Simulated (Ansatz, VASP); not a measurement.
# KHgClF2: VASP beside Ansatz, part 2 of 2

Aim: how closely do two programs agree when they are given the same cell, functional and k mesh? The cell is invented: As first built, before any earlier steps moved the atoms (in the runner's words): it takes the KHgF3 structure with some of its atoms replaced by other elements, volume scaled by an estimate. It may not be a known or stable phase. The cell is taken from a series of VASP runs on this material, whose earlier steps may have relaxed, scaled or displaced it; both programs get it as it stands. Valence electrons are named where the data sets of a main pair hold unlike numbers.

VASP 6.6.1 and Ansatz 0.2.0.

So far. Step 2 (Ansatz: single point, PBE): The run ends at a pressure of -0.17 GPa. Step 3 (VASP: single point, PBE): The run ends at a pressure of -0.01 GPa.

## Step 5: VASP: band structure, PBE

Level of this step: PBE; plane waves and PAW (Hg, K_sv, Cl, F); invented cell (VASP).

Levels along a path test the potential and the projectors away from the mesh points.

Input file INCAR:

```
SYSTEM = KHgClF2
PREC = Accurate
ENCUT = 520
EDIFF = 1E-06
NELM = 100
ISMEAR = 0
SIGMA = 0.05
LREAL = .FALSE.
ALGO = Normal
GGA = PE
NBANDS = 36
LORBIT = 11
LWAVE = .FALSE.
LCHARG = .FALSE.
KPAR = 2
```

Input file POSCAR:

```
KHgClF2
1.0
    3.2693219246     -3.2736209496      0.0000000000
    3.2693219246      3.2736209496      0.0000000000
    0.0000000000      0.0000000000      5.3116904502
Hg K Cl F
1 1 1 2
Direct
    0.5000000000      0.5000000000      0.0000000000
    0.0000000000      0.0000000000      0.5000000000
    0.5000000000      0.5000000000      0.5000000000
    0.5000000000      0.0000000000      0.0000000000
    0.0000000000      0.5000000000      0.0000000000
```

Input file KPOINTS:

```
Automatic mesh
0
Gamma
4 4 4
0 0 0
```

Input file KPOINTS_OPT:

```
Line mode
16
Line-mode
Reciprocal
  0.00000000   0.00000000   0.00000000 GAMMA
  0.49934381   0.49934381   0.00000000 X

  0.49934381   0.49934381   0.00000000 X
  0.00000000   0.50000000   0.00000000 S

  0.00000000   0.50000000   0.00000000 S
  0.00000000   0.50000000   0.50000000 R

  0.00000000   0.50000000   0.50000000 R
  0.49934381   0.49934381   0.50000000 A

  0.49934381   0.49934381   0.50000000 A
  0.00000000   0.00000000   0.50000000 Z

  0.00000000   0.00000000   0.50000000 Z
  0.00000000   0.00000000   0.00000000 GAMMA

  0.00000000   0.00000000   0.00000000 GAMMA
 -0.50000000   0.50000000   0.00000000 Y

 -0.50000000   0.50000000   0.00000000 Y
 -0.49934381   0.50065619   0.00000000 X1

 -0.49934381   0.50065619   0.00000000 X1
 -0.49934381   0.50065619   0.50000000 A1

 -0.49934381   0.50065619   0.50000000 A1
 -0.50000000   0.50000000   0.50000000 T

 -0.50000000   0.50000000   0.50000000 T
 -0.50000000   0.50000000   0.00000000 Y

  0.00000000   0.00000000   0.50000000 Z
 -0.50000000   0.50000000   0.50000000 T
```

Potentials, in the order of the species: Hg, K_sv, Cl and F (PBE family, release 64).

Command:

```
> mpirun -np 2 vasp_std
```

Numbers of over 12 decimals in the logs are rounded to 6 here.

The program printed:

```text
[banner, memory and clock lines left out]
running    2 mpi-ranks, on    1 nodes
[...]
LDA part: xc-table for (Slater+PW92), standard interpolation
 POSCAR, INCAR and KPOINTS ok, starting setup
[...]
entering main loop
       N       E                     dE             d eps       ncg     rms          rms(c)
DAV:   1     0.332347044897E+03    0.33235E+03   -0.20436E+04  1512   0.108E+03
DAV:   2     0.491682955222E+01   -0.32743E+03   -0.31016E+03  1776   0.301E+02
DAV:   3    -0.166239902987E+02   -0.21541E+02   -0.21389E+02  2052   0.754E+01
DAV:   4    -0.173863510842E+02   -0.76236E+00   -0.76048E+00  2300   0.864E+00
[...]
DAV:  11    -0.148710293008E+02   -0.27348E-03   -0.24663E-04  1664   0.953E-02    0.672E-02
DAV:  12    -0.148711760068E+02   -0.14671E-03   -0.15173E-04  1628   0.790E-02    0.262E-02
DAV:  13    -0.148711765928E+02   -0.58602E-06   -0.96346E-06  1992   0.166E-02
   1 F= -.14871177E+02 E0= -.14871177E+02  d E =-.560271E-07
 Start KPOINTS_OPT (optional k-point list driver)
k-point batch [1-21\192]
       N       E                     dE             ncg
DAV:   1    -0.586323371019E+03   -0.17999E+05     1512
DAV:   2    -0.726336200460E+04   -0.66770E+04     1784
DAV:   3    -0.769948167969E+04   -0.43612E+03     2028
DAV:   4    -0.771489856836E+04   -0.15417E+02     2336
DAV:   5    -0.771503976586E+04   -0.14120E+00     1928
DAV:   6    -0.771504183048E+04   -0.20646E-02     2012
DAV:   7    -0.771504185812E+04   -0.27643E-04     2008
DAV:   8    -0.771504185867E+04   -0.54612E-06     1572
[...]
k-point batch [190-192\192]
       N       E                     dE             ncg
DAV:   1     0.185544101283E+05   -0.39345E+04      216
DAV:   2     0.175501203611E+05   -0.10043E+04      268
DAV:   3     0.174823679480E+05   -0.67752E+02      324
DAV:   4     0.174810870558E+05   -0.12809E+01      244
DAV:   5     0.174810541898E+05   -0.32866E-01      296
DAV:   6     0.174810534540E+05   -0.73587E-03      276
DAV:   7     0.174810534494E+05   -0.46105E-05      296
DAV:   8     0.174810534493E+05   -0.47829E-07      156
```

From OUTCAR (step 5):

```text
  Total        0.0085610     -0.0171035      0.0066503     -0.0000000      0.0000000      0.0000000
  in kB        0.1206383     -0.2410166      0.0937137     -0.0000000      0.0000000      0.0000000
  external PRESSURE =      -0.0088882 kB  Pullay stress =       0.0000000 kB

 POSITION                                       TOTAL-FORCE (eV/Angst)
 -----------------------------------------------------------------------------------
      3.26932      0.00000      0.00000        -0.000000     -0.000000      0.000000
      0.00000      0.00000      2.65585        -0.000000     -0.000000      0.000000
      3.26932      0.00000      2.65585         0.000000     -0.000000      0.000000
      1.63466     -1.63681      0.00000         0.000000      0.000000      0.000000
      1.63466      1.63681      0.00000        -0.000000      0.000000      0.000000
 -----------------------------------------------------------------------------------
    total drift:                                0.000000      0.000000     -0.000000

  FREE ENERGIE OF THE ION-ELECTRON SYSTEM (eV)
  ---------------------------------------------------
  free  energy   TOTEN  =       -14.8711765928 eV

  energy  without entropy=      -14.8711765368  energy(sigma->0) =      -14.87117656

[... 1 part as in an earlier step ...]

[... 2 further parts left out ...]
[key lines of the parts left out:]
E-fermi :  -0.7429
```

Within 0.02 Å the cell has space group P4/mmm; at a tight tolerance a small distortion makes it Cmmm.

## Step 6: Ansatz: band structure, PBE

The same cell, functional, mesh and smearing now go to Ansatz, which takes its cutoff from its data sets.

The cell is taken from a series of VASP runs on this material, whose earlier steps may have relaxed, scaled or displaced it; both programs get it as it stands.

Input file input.yaml:

```yaml
crystal:
  lattice:
    - [3.2693219246, -3.2736209496, 0.0]
    - [3.2693219246, 3.2736209496, 0.0]
    - [0.0, 0.0, 5.3116904502]
  atoms:
    - { symbol: Hg, position: [0.5, 0.5, 0.0] }
    - { symbol: K, position: [0.0, 0.0, 0.5] }
    - { symbol: Cl, position: [0.5, 0.5, 0.5] }
    - { symbol: F, position: [0.5, 0.0, 0.0] }
    - { symbol: F, position: [0.0, 0.5, 0.0] }
hamiltonian:
  xc: pbe
  pseudopotentials: { kind: paw }
kpoints:
  mp_grid: { grid: [4, 4, 4] }
  band_path:
    path:
      - [0.0, 0.0, 0.0]
      - [0.19974, 0.19974, 0.0]
      - [0.43276, 0.43276, 0.0]
      - [0.39948, 0.49948, 0.0]
      - [0.16645, 0.49978, 0.0]
      - [0.0, 0.5, 0.0]
      - [0.0, 0.5, 0.23333]
      - [0.0, 0.5, 0.46667]
      - [0.13316, 0.49983, 0.5]
      - [0.36619, 0.49952, 0.5]
      - [0.49934, 0.49934, 0.5]
      - [0.46605, 0.46605, 0.5]
      - [0.23303, 0.23303, 0.5]
      - [0.0, 0.0, 0.5]
      - [0.0, 0.0, 0.33333]
      - [0.0, 0.0, 0.1]
      - [-0.06667, 0.06667, 0.0]
      - [-0.3, 0.3, 0.0]
      - [-0.5, 0.5, 0.0]
      - [-0.49974, 0.50026, 0.0]
      - [-0.49943, 0.50057, 0.0]
      - [-0.49934, 0.50066, 0.1]
      - [-0.49934, 0.50066, 0.33333]
      - [-0.49934, 0.50066, 0.5]
      - [-0.49965, 0.50035, 0.5]
      - [-0.49996, 0.50004, 0.5]
      - [-0.5, 0.5, 0.36667]
      - [-0.5, 0.5, 0.13333]
      - [-0.03333, 0.03333, 0.5]
      - [-0.26667, 0.26667, 0.5]
      - [-0.5, 0.5, 0.5]
    npoints: 1
scf:
  occupations: { method: gaussian, width: 0.05 }
  n_extra_bands: 8
output:
  forces: true
  stress: true
  eigenvalues: true
```

Command:

```
> ansatz run input.yaml --threads 2 --pin off --max-ram 4608MiB --backend cpu --events-out ev --progress --plain --runs-dir out
```

The program printed:

```text
[...]
Crystal: 5 atoms, lattice volume = 113.697 Å³
Basis set: ecut = 420 eV, 2209 PW (Γ), exchange–correlation on 64×64×72 points (8 copies of the dense FFT grid, shifted against one another)
Bands: 33, of which v1, the nominal top of the filled ones, is band 25 counted from 1 (24 counted from 0)
Symmetry: 8 space group operations
[...]
k-points: 21 of 64
[...]
k-point 0: bands = [... 21 lower, 1.6268, 1.7990, 1.7995, 1.8116, 3.8773, 9.0123, 9.9142, 11.4246, ... 4 higher]
  k-point 1: bands = [... 21 lower, 1.6209, 1.6252, 1.8756, 1.8762, 5.1508, 9.2275, 10.0691, 11.5968, ... 4 higher]
  k-point 2: bands = [... 21 lower, 1.6175, 1.6219, 1.9560, 1.9566, 6.8111, 9.2399, 10.2345, 11.5281, ... 4 higher]
  k-point 20: bands = [... 21 lower, 2.0431, 2.0435, 3.5150, 3.5447, 9.0976, 9.4477, 9.4515, 10.6409, ... 4 higher]
[key lines of the parts left out:]
SCF converged after 6 iterations
Free energy (F): -18050.131446 eV
Fermi energy:    3.712797 eV
P = ⅓ Tr σ = -0.1723 GPa (-1.723 kbar)
```

The job ended after 3.8 s (2 threads of Intel Xeon Platinum 8488C (Sapphire Rapids), shared host; peak memory 0.45 GiB).

## Step 7: Comparison

What differs besides the data sets and the points named for the pairs above, as far as they apply: the data sets hold 50 valence electrons in Ansatz (on its default PAW (the set named soft_2) files) and 42 in VASP. Total energies have different zeros and are not compared.

The two programs side by side:

```csv
quantity,Ansatz,VASP,difference
pressure (GPa),-0.17,0.00,-0.17
pressure without Ansatz's Pulay correction (GPa),-0.41,0.00,-0.40
gap over the path points (eV),0.333,0.316,+0.016
```

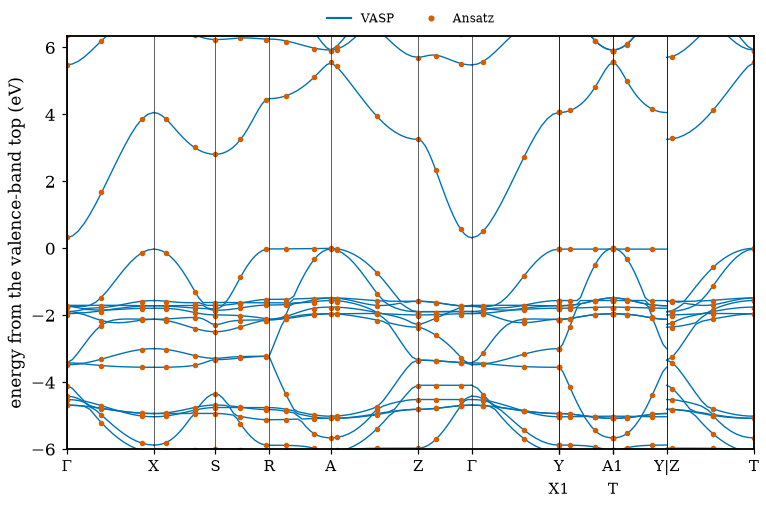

Bands from VASP (lines) and levels from Ansatz (dots). Dots without a line are higher empty bands that the VASP plot leaves out.

Levels at points of the path, from each program's valence-band top (eV; 4 filled, then empty):

| k (reciprocal lattice) | Ansatz | VASP |
| --- | --- | --- |
| 0.000 0.000 0.000 | -1.92 -1.75 -1.75 -1.73 0.33 5.47 6.37 | -1.89 -1.73 -1.73 -1.71 0.32 5.48 6.39 |
| 0.200 0.200 0.000 | -1.87 -1.79 -1.73 -1.48 1.67 6.19 7.14 | -1.85 -1.77 -1.70 -1.46 1.66 6.20 7.16 |
| 0.433 0.433 0.000 | -1.75 -1.74 -1.61 -0.14 3.88 7.03 7.82 | -1.73 -1.71 -1.58 -0.13 3.87 7.04 7.83 |
| 0.399 0.499 0.000 | -1.75 -1.74 -1.61 -0.15 3.87 6.98 7.93 | -1.73 -1.72 -1.58 -0.14 3.86 7.00 7.93 |
| 0.166 0.500 0.000 | -1.81 -1.73 -1.65 -1.29 3.01 6.37 7.87 | -1.78 -1.71 -1.63 -1.28 3.00 6.38 7.90 |
| 0.000 0.500 0.000 | -1.86 -1.83 -1.73 -1.64 2.81 6.23 7.67 | -1.85 -1.81 -1.70 -1.62 2.81 6.24 7.70 |
| 0.000 0.500 0.233 | -1.79 -1.66 -1.65 -0.87 3.26 6.27 7.77 | -1.78 -1.64 -1.62 -0.87 3.25 6.28 7.80 |
| 0.000 0.500 0.467 | -1.70 -1.65 -1.55 -0.03 4.44 6.23 7.19 | -1.70 -1.63 -1.53 -0.03 4.43 6.25 7.20 |
| 0.133 0.500 0.500 | -1.69 -1.66 -1.54 -0.02 4.56 6.18 7.15 | -1.68 -1.63 -1.52 -0.02 4.55 6.20 7.17 |
| 0.366 0.500 0.500 | -1.55 -1.51 -0.33 -0.01 5.13 5.96 6.44 | -1.54 -1.49 -0.33 -0.01 5.12 5.98 6.46 |

Among the levels compared at these points, filled levels agree within 31 meV and empty ones within 36 meV. Ansatz's pressure holds a Pulay correction of 0.23 GPa; VASP's holds none.

## Step 8: VASP: dielectric response, PBE

The response to a field tests empty states and converges slowly with the mesh.

Input file INCAR:

```
SYSTEM = KHgClF2
PREC = Accurate
ENCUT = 520
EDIFF = 1E-08
NELM = 100
ISMEAR = 0
SIGMA = 0.01
LREAL = .FALSE.
ALGO = Normal
GGA = PE
NBANDS = 27
LORBIT = 11
LWAVE = .FALSE.
LCHARG = .FALSE.
KPAR = 2
LEPSILON = .TRUE.
```

POSCAR is that of step 5.

Input file KPOINTS:

```
Automatic mesh
0
Gamma
5 5 4
0 0 0
```

Command:

```
> mpirun -np 2 vasp_std
```

The program printed:

```text
[... set-up lines as in an earlier step ...]
 entering main loop
       N       E                     dE             d eps       ncg     rms          rms(c)
DAV:   1     0.347239126281E+03    0.34724E+03   -0.21301E+04  1458   0.143E+03
DAV:   2     0.772921083292E+01   -0.33951E+03   -0.33114E+03  1737   0.375E+02
DAV:   3    -0.165592862054E+02   -0.24288E+02   -0.24188E+02  2011   0.994E+01
DAV:   4    -0.173809164191E+02   -0.82163E+00   -0.82036E+00  2297   0.123E+01
[...]
DAV:  15    -0.148714270970E+02    0.28631E-07   -0.43639E-07  1876   0.520E-03    0.140E-03
DAV:  16    -0.148714270775E+02    0.19499E-07   -0.52420E-08  1710   0.163E-03    0.570E-04
DAV:  17    -0.148714270741E+02    0.34970E-08   -0.61165E-09  1436   0.593E-04
   1 F= -.14871427E+02 E0= -.14871427E+02  d E =-.813016E-73
 Linear response reoptimize wavefunctions to high precision
DAV:   1    -0.148714270772E+02   -0.31650E-08   -0.19281E-09  1227   0.326E-04
DAV:   2    -0.148714270772E+02   -0.10914E-10   -0.19684E-10   972   0.933E-05
 Linear response G [H, r] |phi>, progress :
  Direction:   1
[...]
RMM:  14    -0.716209605041E+00   -0.28828E-06    0.46812E-06  2748   0.344E-04    0.252E-05
RMM:  15    -0.716209467856E+00    0.13719E-06    0.37849E-06  2590   0.279E-04    0.716E-06
 change of polarisation eV/A/(eV/A) component  2 :     0.007     1.347     0.054
 dielectric tensor                  component  2 :     0.012     3.144     0.086
 Linear response to external field, progress :
  Direction:   3
       N       E                     dE             d eps       ncg     rms          rms(c)
RMM:   1    -0.875913227311E+00   -0.87591E+00   -0.42452E+00  2715   0.378E+00
RMM:   2    -0.964754753454E+00   -0.88842E-01   -0.82567E-02  2606   0.822E-01    0.147E+00
RMM:   3    -0.937338036392E+00    0.27417E-01   -0.74255E-02  2434   0.107E+00    0.766E-01
RMM:   4    -0.953154823393E+00   -0.15817E-01   -0.25194E-02  2515   0.734E-01    0.255E-01
[...]
RMM:  15    -0.972312207901E+00    0.41924E-06   -0.37516E-07  2377   0.286E-04    0.182E-05
RMM:  16    -0.972312311657E+00   -0.10376E-06    0.25938E-07  2198   0.264E-04    0.136E-05
RMM:  17    -0.972312289787E+00    0.21870E-07   -0.64744E-08  1992   0.252E-04    0.457E-06
 change of polarisation eV/A/(eV/A) component  3 :    -0.209     0.053     1.853
 dielectric tensor                  component  3 :    -0.332     0.085     3.950
 Born effective charges drift removed
```

OUTCAR, selected parts (step 8):

```text
  Total        0.0016943     -0.0239944     -0.0016281      0.0000000      0.0000000      0.0000000
  in kB        0.0238749     -0.3381204     -0.0229426      0.0000000      0.0000000      0.0000000
  external PRESSURE =      -0.1123960 kB  Pullay stress =       0.0000000 kB

 POSITION                                       TOTAL-FORCE (eV/Angst)
 -----------------------------------------------------------------------------------
      3.26932      0.00000      0.00000        -0.000000     -0.000000      0.000000
      0.00000      0.00000      2.65585         0.000000     -0.000000      0.000000
      3.26932      0.00000      2.65585         0.000000      0.000000      0.000000
      1.63466     -1.63681      0.00000         0.000000     -0.000000      0.000000
      1.63466      1.63681      0.00000         0.000000     -0.000000      0.000000
 -----------------------------------------------------------------------------------
    total drift:                                0.000000      0.000000     -0.000000

 MACROSCOPIC STATIC DIELECTRIC TENSOR (including local field effects in DFT)
 ------------------------------------------------------
           3.142257     0.000000     0.000000
           0.000000     3.143708     0.000000
           0.000000     0.000000     3.949733
 ------------------------------------------------------

[... 1 part as in an earlier step ...]

[... 1 further part left out ...]
```

Energies printed during the response cycles are not total energies of the cell. The dielectric response converges more slowly with the mesh than energies do, so tensor and charges may still move on a finer one.

## Step 9: Ansatz: dielectric response, PBE

The same cell, functional and mesh now go to Ansatz, which takes its cutoff from its data sets.

The cell is taken from a series of VASP runs on this material, whose earlier steps may have relaxed, scaled or displaced it; both programs get it as it stands.

input.yaml, the sections that differ from step 6:

```yaml
kpoints:
  mp_grid: { grid: [5, 5, 4] }
scf:
  occupations: { method: fixed }
dielectric:
  method: response
# crystal, hamiltonian: as in step 6
# output: removed
```

Command:

```
> ansatz run input.yaml --threads 2 --pin off --max-ram 4608MiB --backend cpu --events-out ev --progress --plain --runs-dir out
```

The program printed:

```text
[...]
Crystal: 5 atoms, lattice volume = 113.697 Å³
Basis set: ecut = 420 eV, 2209 PW (Γ), exchange–correlation on 64×64×72 points (8 copies of the dense FFT grid, shifted against one another)
Bands: 30, of which v1, the nominal top of the filled ones, is band 25 counted from 1 (24 counted from 0)
Symmetry: 8 space group operations
k-points: 51 of 100 (irreducible under 1 space group operation, time reversal used)
[...]
site 2:
[...]
site 3:
[...]
0.00000   -0.00000   -0.98000
    site 4:
        -1.56138    0.82959   -0.00000
         0.82811   -1.56214    0.00000
        -0.00000    0.00000   -0.98000
  Z* charge neutrality: 4.066e-3 e pre-enforcement
  solved inside a basis spanned on kpoints, on 8×8×6 k-points, its susceptibility summed on 8×8×8: ε∞ is read to err by 1.2e-2, Z* by 2.5e-2 e (field_mesh: kpoints solves on kpoints); Z* is corrected for what the basis lacks
[key lines of the parts left out:]
SCF converged after 9 iterations
Free energy (F): -18050.132016 eV
Fermi energy:    3.441866 eV
```

The job ended after 74 s (2 threads; peak memory 1.1 GiB).

## Step 10: Comparison

What differs besides the data sets and the points named for the pairs above, as far as they apply: VASP's response is taken on the typed mesh, Ansatz refines its own for the field response alone; the data sets hold 50 valence electrons in Ansatz (on its default PAW (the set named soft_2) files) and 42 in VASP. Total energies have different zeros and are not compared.

The two programs side by side:

```
                                     quantity  Ansatz   VASP  difference
                                        ε∞ xx    3.15   3.14     +0.13 %
                                        ε∞ yy    3.15   3.14     +0.14 %
                                        ε∞ zz    3.94   3.95     -0.25 %
Born charge of Hg1 (mean of the diagonal) (e)    2.77   2.75       +0.02
 Born charge of K2 (mean of the diagonal) (e)    1.19   1.19        0.00
Born charge of Cl3 (mean of the diagonal) (e)   -1.22  -1.22        0.00
 Born charge of F4 (mean of the diagonal) (e)   -1.37  -1.36       -0.01
```

## Step 11: Outcome

```json
{
  "difference in gap on the k mesh (single point, PBE)": "0.016 eV",
  "largest difference of a filled level at the path points (band structure, PBE)": "31 meV",
  "difference in ε∞ zz (dielectric response, PBE)": "-0.25 %"
}
```

What this shows: The largest difference of a filled level at the path points is 31 meV (band structure, PBE), within the 80 meV picked in this series as the mark of a large difference. The data sets hold unlike numbers of valence electrons (50 in Ansatz and 42 in VASP), so part of the differences comes from the potentials. Such differences can come from data sets, numerical settings and the points named under the comparisons, not from the functional's error against experiment.

[Lines on the potential files, build, host, timing and source positions are cut from VASP's logs without a mark.]

[Logs are printed without paths, hosts, clocks, repeated set-up lines and the standing remarks that a program may print on its own settings, such as how far it seeks lower states.]

[Hosts, paths, dates, database ids (printed as entryN), source tags and the programs' standing remarks are cut or masked in the printed files.]
